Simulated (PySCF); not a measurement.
# Run report: AlAsH3F, geometry relaxation (part 4 of 4)

AlAsH3F; HF/cc-pV(D+d)Z, RHF (PySCF 2.14.0). The atoms were displaced at random from an optimised geometry.

Geometry of the input (Å):
```
F  -0.3039  -1.6544  1.2516
Al -0.5314  -0.7399  -0.1386
As -0.0067  1.6371  -0.2057
H  -0.7881  -1.5760  -1.4298
H  1.3124  1.3101  -0.6771
H  0.5185  1.4048  1.2298
```

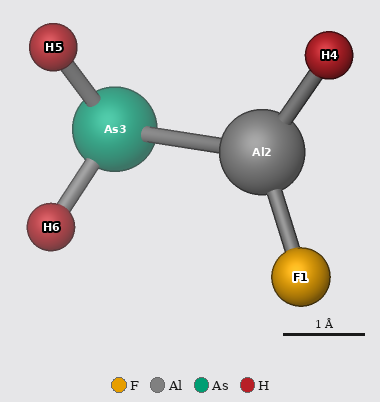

*The geometry at step 6 of the log (ball-and-stick view, seen at a tilt; atoms are numbered from 1 in the order of the input).*

### Log, continued
```
Geometry optimization cycle 12
Cartesian coordinates (Angstrom)
 Atom        New coordinates             dX        dY        dZ
   F  -0.784468  -1.650188   1.281947    0.000136  0.000951  0.000046
  Al  -0.444394  -0.835899  -0.119178    0.000154 -0.000076 -0.000673
  As  -0.032491   1.557701   0.056499    0.000388 -0.000291 -0.000021
   H  -0.499161  -1.661943  -1.452039   -0.001000 -0.001254  0.000086
   H   1.068799   1.547143  -0.982609    0.000611  0.001483  0.000201
   H   0.892474   1.424772   1.245567   -0.000289 -0.000813  0.000361
New geometry
   1 F     -0.784467934111  -1.650188143287   1.281946568869 AA   -1.482429548973  -3.118403644818   2.422527921489 Bohr
   2 Al    -0.444393976083  -0.835899167623  -0.119177728342 AA   -0.839782906203  -1.579620494559  -0.225213266714 Bohr
   3 As    -0.032490532945   1.557700819506   0.056498639268 AA   -0.061398208908   2.943627932878   0.106766954628 Bohr
   4 H     -0.499160812966  -1.661943094407  -1.452038654196 AA   -0.943277228620  -3.140617283041  -2.743955378712 Bohr
   5 H      1.068799191309   1.547143404744  -0.982608838458 AA    2.019737753731   2.923677310394  -1.856861592263 Bohr
   6 H      0.892474064824   1.424772181075   1.245567012864 AA    1.686531555795   2.692429212130   2.353780524106 Bohr

******** <class 'pyscf.scf.hf.RHF_Scanner'> ********
method = RHF_Scanner
initial guess = minao
damping factor = 0
level_shift factor = 0
DIIS = <class 'pyscf.scf.diis.CDIIS'>
diis_start_cycle = 1
diis_space = 8
diis_damp = 0
SCF conv_tol = 1e-09
SCF conv_tol_grad = None
SCF max_cycles = 50
direct_scf = True
direct_scf_tol = 1e-13
Set gradient conv threshold to 3.16228e-05
init E= -2577.36106249866
  HOMO = -0.354608322322063  LUMO = 0.051311210771571  gap/eV = 11.04563
cycle= 1 E= -2577.36101925971  delta_E= 4.32e-05  |g|= 0.000253  |ddm|= 0.00238
  HOMO = -0.354666655110727  LUMO = 0.0512996669120263  gap/eV = 11.04691
cycle= 2 E= -2577.36101930562  delta_E= -4.59e-08  |g|= 0.0001  |ddm|= 0.000804
  HOMO = -0.354657036734086  LUMO = 0.0513022518883259  gap/eV = 11.04671
cycle= 3 E= -2577.36101931579  delta_E= -1.02e-08  |g|= 4.59e-05  |ddm|= 0.000377
  HOMO = -0.354660312365401  LUMO = 0.0513026325750898  gap/eV = 11.04681
cycle= 4 E= -2577.3610193174  delta_E= -1.62e-09  |g|= 1.44e-05  |ddm|= 0.000152
  HOMO = -0.354661389922172  LUMO = 0.0513026545780226  gap/eV = 11.04684
cycle= 5 E= -2577.3610193176  delta_E= -1.94e-10  |g|= 4.29e-06  |ddm|= 5.48e-05
  HOMO = -0.354660950208825  LUMO = 0.0513026804623093  gap/eV = 11.04683
Extra cycle  E= -2577.3610193176  delta_E= 9.09e-13  |g|= 2.16e-06  |ddm|= 1.43e-05
converged SCF energy = -2577.3610193176

******** <class 'pyscf.grad.rhf.Gradients_Scanner'> for <class 'pyscf.scf.hf.RHF_Scanner'> ********
unit = Eh/Bohr
--------------- RHF_Scanner gradients ---------------
         x                y                z
0 F     0.0000021518     0.0000069899    -0.0000276290
1 Al     0.0000072976    -0.0000052820     0.0000182471
2 As     0.0000134286     0.0000065178    -0.0000013038
3 H    -0.0000049177    -0.0000031025     0.0000059994
4 H    -0.0000136519    -0.0000082594     0.0000157210
5 H    -0.0000043085     0.0000031362    -0.0000110347
----------------------------------------------
cycle 12: E = -2577.36101932  dE = -1.50576e-07  norm(grad) = 4.66602e-05
Step   11 : Displace = 1.120e-03/1.634e-03 (rms/max) Trust = 3.000e-01 (=) Grad = 1.905e-05/2.858e-05 (rms/max) E (change) = -2577.3610193176 (-1.506e-07) Quality = 1.114
Hessian Eigenvalues: 1.67874e-03 2.55233e-02 4.99996e-02 ... 2.15736e-01 2.78573e-01 3.85674e-01
Converged! =D

converged: True
F          -0.78446793       -1.65018814        1.28194657
Al         -0.44439398       -0.83589917       -0.11917773
As         -0.03249053        1.55770082        0.05649864
H          -0.49916081       -1.66194309       -1.45203865
H           1.06879919        1.54714340       -0.98260884
H           0.89247406        1.42477218        1.24556701

******** <class 'pyscf.scf.hf.RHF'> ********
method = RHF
initial guess = minao
damping factor = 0
level_shift factor = 0
DIIS = <class 'pyscf.scf.diis.CDIIS'>
diis_start_cycle = 1
diis_space = 8
diis_damp = 0
SCF conv_tol = 1e-09
SCF conv_tol_grad = None
SCF max_cycles = 50
direct_scf = True
direct_scf_tol = 1e-13
Set gradient conv threshold to 3.16228e-05
Initial guess from minao.
init E= -2576.37520857488
  HOMO = -0.267250059313215  LUMO = 0.0165550658330149  gap/eV = 7.72273
cycle= 1 E= -2577.28857287304  delta_E= -0.913  |g|= 0.536  |ddm|= 3.65
  HOMO = -0.359285310816897  LUMO = 0.0366747660132747  gap/eV = 10.77462
cycle= 2 E= -2577.33999841215  delta_E= -0.0514  |g|= 0.351  |ddm|=  1.4
  HOMO = -0.355344499402916  LUMO = 0.0470330352393757  gap/eV = 10.94925
cycle= 3 E= -2577.36004628103  delta_E= -0.02  |g|= 0.0368  |ddm|= 0.423
  HOMO = -0.353886114908057  LUMO = 0.0526406439651081  gap/eV = 11.06216
cycle= 4 E= -2577.36096300605  delta_E= -0.000917  |g|= 0.00794  |ddm|= 0.148
  HOMO = -0.354194178611271  LUMO = 0.0513325160171645  gap/eV = 11.03494
cycle= 5 E= -2577.36101461813  delta_E= -5.16e-05  |g|= 0.00208  |ddm|= 0.0379
  HOMO = -0.354692329438298  LUMO = 0.0513247100125147  gap/eV = 11.04829
cycle= 6 E= -2577.36101894322  delta_E= -4.33e-06  |g|= 0.000569  |ddm|= 0.0115
  HOMO = -0.354639051025663  LUMO = 0.0513014004923589  gap/eV = 11.04620
cycle= 7 E= -2577.361019285  delta_E= -3.42e-07  |g|= 0.000162  |ddm|= 0.00343
  HOMO = -0.354663911017958  LUMO = 0.051300506152713  gap/eV = 11.04685
cycle= 8 E= -2577.36101931508  delta_E= -3.01e-08  |g|= 4.24e-05  |ddm|= 0.00102
  HOMO = -0.354660243653795  LUMO = 0.0513034977639366  gap/eV = 11.04684
cycle= 9 E= -2577.36101931745  delta_E= -2.37e-09  |g|= 1.09e-05  |ddm|= 0.000252
  HOMO = -0.354660936292518  LUMO = 0.05130257618152  gap/eV = 11.04683
cycle= 10 E= -2577.3610193176  delta_E= -1.52e-10  |g|= 2.97e-06  |ddm|= 5.96e-05
  HOMO = -0.354660905790039  LUMO = 0.0513027179030701  gap/eV = 11.04683
```

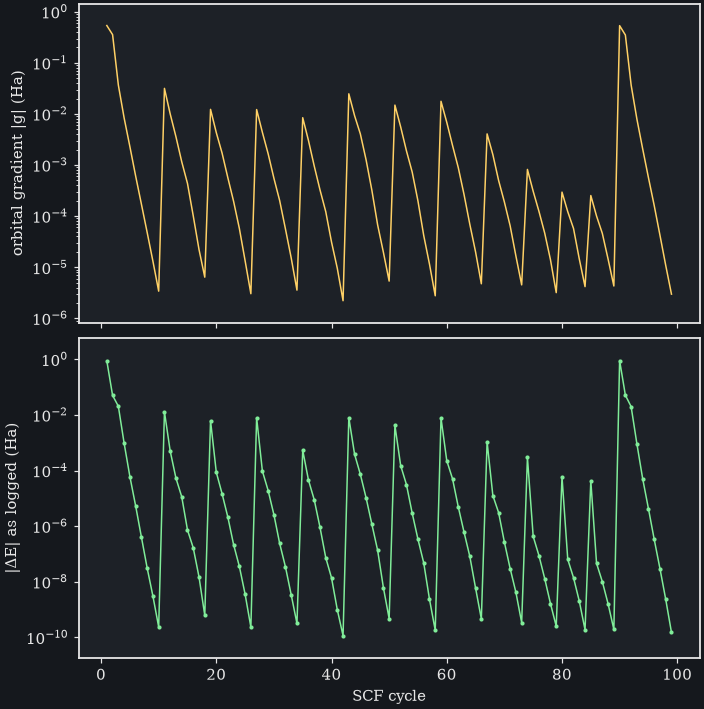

*Convergence of the self-consistent field: orbital gradient |g| and size of the energy change against the SCF cycle.*

All cycles printed in the log are drawn one after another.

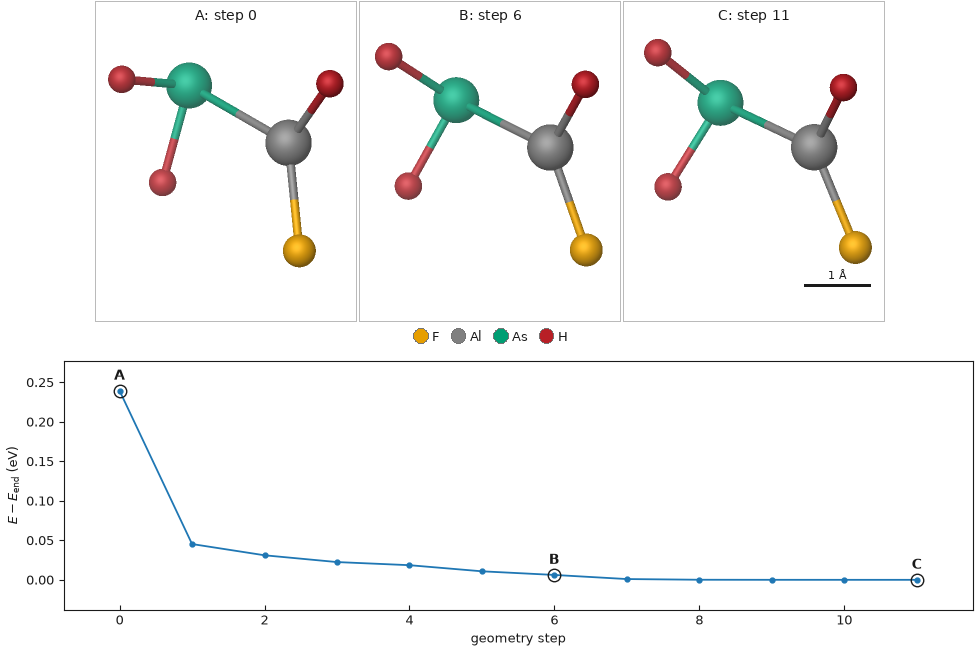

*Frames of the relaxation (ball-and-stick view, seen at a tilt) above the curves, on which the letters mark them (steps are counted from 0).*

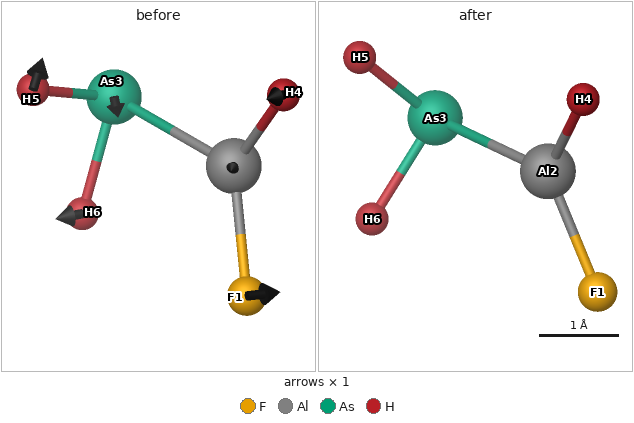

*Before (left) and after (right) the relaxation, at one scale (ball-and-stick view, seen at a tilt). The black arrows give the displacements, at true length.*

After 11 geometry steps the energy has fallen by 0.239 eV. Largest force component: 1.6 eV/Å at the start, 0.0014 eV/Å at the end. F1 moves most after the best rigid fit: 0.48 Å. By element the largest moves are F 0.48 Å, H 0.46 Å, As 0.28 Å, Al 0.13 Å. Among the contacts that change: As3–H5 1.438 → 1.514 Å, As3–H6 1.546 → 1.512 Å, F1–Al2 1.680 → 1.656 Å, Al2–H4 1.559 → 1.569 Å. Among the angles that change: Al2–As3–H6 84.3° → 94.2°, H5–As3–H6 87.6° → 95.4°, Al2–As3–H5 89.1° → 93.8°. (Atoms are counted from 1 in the order of the input.)

```
Extra cycle  E= -2577.3610193176  delta_E= 1.36e-12  |g|= 1.46e-06  |ddm|= 1.17e-05
converged SCF energy = -2577.3610193176
E = -2577.3610193176 Eh
```

### Trajectory as extended XYZ (Å, eV, eV/Å), 12 frames, from step=0 to step=11
```
6
Properties=species:S:1:pos:R:3:forces:R:3 step=0 energy=-70133.32690
F    -0.3039   -1.6544    1.2516   -0.2473   0.5165  -0.4394
Al   -0.5314   -0.7399   -0.1386    0.4988  -0.5211   0.1862
As   -0.0067    1.6371   -0.2057   -1.2768   0.1167   1.6238
H    -0.7881   -1.5760   -1.4298   -0.2147  -0.1213  -0.0953
H     1.3124    1.3101   -0.6771    1.6165  -0.4314  -1.0131
H     0.5185    1.4048    1.2298   -0.3765   0.4406  -0.2623
6
Properties=species:S:1:pos:R:3:forces:R:3 step=1 energy=-70133.52090
F    -0.3316   -1.6074    1.2501   -0.0659   0.0075  -0.1541
Al   -0.4630   -0.7933   -0.1921   -0.0071  -0.0093   0.1417
As   -0.0122    1.6089   -0.1165    0.3044  -0.2473  -0.0938
H    -0.8505   -1.6344   -1.4629    0.0261   0.0261   0.0435
H     1.3576    1.3225   -0.7531   -0.2756   0.1479   0.1112
H     0.5005    1.4852    1.3048    0.0180   0.0751  -0.0485
6
Properties=species:S:1:pos:R:3:forces:R:3 step=2 energy=-70133.53512
F    -0.3802   -1.6705    1.2422   -0.0169   0.0452  -0.0023
Al   -0.4517   -0.8063   -0.1696   -0.0523  -0.0289   0.0041
As   -0.0086    1.5969   -0.1168    0.1455  -0.1699  -0.0411
H    -0.8372   -1.6249   -1.4519    0.0290   0.0196  -0.0220
H     1.3506    1.3561   -0.7688   -0.1393   0.0814   0.0361
H     0.5277    1.5303    1.2950    0.0340   0.0527   0.0251
6
Properties=species:S:1:pos:R:3:forces:R:3 step=3 energy=-70133.54371
F    -0.4362   -1.6917    1.2470   -0.0213  -0.0204   0.0860
Al   -0.4500   -0.8289   -0.1629    0.0008   0.0141  -0.0350
As   -0.0047    1.5693   -0.0994   -0.0606   0.0148   0.0720
H    -0.8144   -1.6323   -1.4594    0.0232   0.0114  -0.0336
H     1.3288    1.4034   -0.7913    0.0625   0.0015  -0.0848
H     0.5773    1.5618    1.2962   -0.0046  -0.0214  -0.0046
6
Properties=species:S:1:pos:R:3:forces:R:3 step=4 energy=-70133.54766
F    -0.4804   -1.6992    1.2578   -0.0197  -0.0059   0.0574
Al   -0.4459   -0.8381   -0.1537    0.0060   0.0064  -0.0394
As   -0.0049    1.5587   -0.0845   -0.0843   0.0472   0.0619
H    -0.7855   -1.6305   -1.4642    0.0264  -0.0011  -0.0170
H     1.3083    1.4325   -0.8213    0.0540  -0.0193  -0.0619
H     0.6091    1.5583    1.2960    0.0177  -0.0273  -0.0009
6
Properties=species:S:1:pos:R:3:forces:R:3 step=5 energy=-70133.55540
F    -0.6074   -1.6946    1.2844   -0.0042   0.0145  -0.0356
Al   -0.4369   -0.8552   -0.1333    0.0011   0.0124  -0.0186
As   -0.0107    1.5384   -0.0345   -0.0855   0.0906   0.0379
H    -0.6856   -1.6308   -1.4749    0.0248  -0.0402   0.0238
H     1.2278    1.4990   -0.9014    0.0160  -0.0506   0.0012
H     0.7136    1.5248    1.2900    0.0478  -0.0268  -0.0087
6
Properties=species:S:1:pos:R:3:forces:R:3 step=6 energy=-70133.56001
F    -0.6824   -1.6800    1.2923    0.0047   0.0138  -0.0665
Al   -0.4372   -0.8554   -0.1242    0.0015   0.0143  -0.0045
As   -0.0178    1.5367    0.0008   -0.0595   0.0875   0.0126
H    -0.6124   -1.6359   -1.4748    0.0122  -0.0477   0.0375
H     1.1660    1.5246   -0.9430   -0.0058  -0.0478   0.0331
H     0.7845    1.4917    1.2790    0.0469  -0.0201  -0.0121
6
Properties=species:S:1:pos:R:3:forces:R:3 step=7 energy=-70133.56521
F    -0.7645   -1.6547    1.2905    0.0050  -0.0021  -0.0561
Al   -0.4428   -0.8437   -0.1184    0.0037   0.0155   0.0194
As   -0.0297    1.5485    0.0465   -0.0044   0.0355  -0.0269
H    -0.5189   -1.6488   -1.4637   -0.0051  -0.0291   0.0300
H     1.0857    1.5391   -0.9802   -0.0196  -0.0104   0.0433
H     0.8709    1.4413    1.2555    0.0204  -0.0094  -0.0096
6
Properties=species:S:1:pos:R:3:forces:R:3 step=8 energy=-70133.56609
F    -0.7816   -1.6521    1.2846   -0.0007  -0.0019  -0.0157
Al   -0.4455   -0.8371   -0.1174    0.0076   0.0115   0.0043
As   -0.0334    1.5567    0.0556    0.0107   0.0008  -0.0088
H    -0.4981   -1.6555   -1.4553   -0.0056  -0.0107   0.0104
H     1.0690    1.5411   -0.9836   -0.0109   0.0024   0.0132
H     0.8904    1.4285    1.2462   -0.0010  -0.0020  -0.0034
6
Properties=species:S:1:pos:R:3:forces:R:3 step=9 energy=-70133.56617
F    -0.7852   -1.6516    1.2824   -0.0005  -0.0029   0.0016
Al   -0.4445   -0.8361   -0.1177    0.0006   0.0090  -0.0044
As   -0.0334    1.5580    0.0570    0.0020  -0.0048  -0.0005
H    -0.4965   -1.6588   -1.4527   -0.0012  -0.0044   0.0023
H     1.0668    1.5439   -0.9835   -0.0001   0.0034  -0.0007
H     0.8935    1.4262    1.2447   -0.0008  -0.0002   0.0017
6
Properties=species:S:1:pos:R:3:forces:R:3 step=10 energy=-70133.56619
F    -0.7846   -1.6511    1.2819   -0.0007  -0.0012   0.0036
Al   -0.4445   -0.8358   -0.1185    0.0008   0.0033  -0.0041
As   -0.0329    1.5580    0.0565    0.0007  -0.0025   0.0018
H    -0.4982   -1.6607   -1.4521   -0.0004  -0.0011   0.0000
H     1.0682    1.5457   -0.9828    0.0008   0.0015  -0.0018
H     0.8928    1.4256    1.2452   -0.0012  -0.0001   0.0005
6
Properties=species:S:1:pos:R:3:forces:R:3 step=11 energy=-70133.56619
F    -0.7845   -1.6502    1.2819   -0.0001  -0.0004   0.0014
Al   -0.4444   -0.8359   -0.1192   -0.0004   0.0003  -0.0009
As   -0.0325    1.5577    0.0565   -0.0007  -0.0003   0.0001
H    -0.4992   -1.6619   -1.4520    0.0003   0.0002  -0.0003
H     1.0688    1.5471   -0.9826    0.0007   0.0004  -0.0008
H     0.8925    1.4248    1.2456    0.0002  -0.0002   0.0006
```

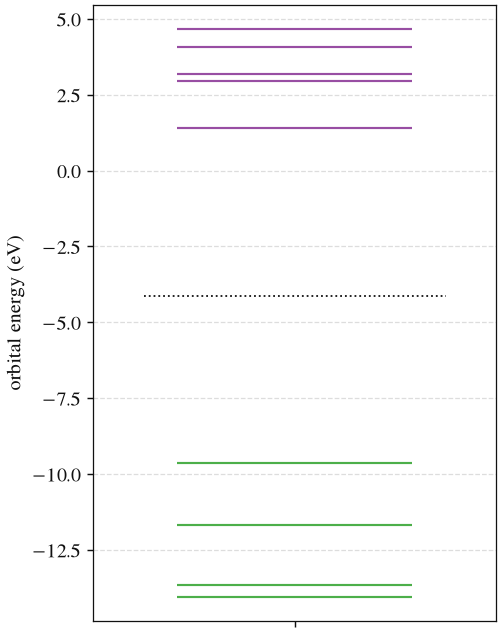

*Orbital energies near the frontier; the dotted line parts filled from empty levels, and levels within 0.02 eV of each other stand side by side.*

Highest filled −9.65 eV, lowest empty 1.40 eV, 11.05 eV apart.

### Results in brief

- outcome: converged
- total energy: −2577.361019 hartree
- basis functions: 79
- HOMO: −9.65 eV
- LUMO: 1.40 eV
- dipole moment: 1.57 D
- hardware: 1 thread of Arm Neoverse V1, 24 GiB of memory available, shared host
- wall time: 93 s
- peak memory: 0.18 GiB
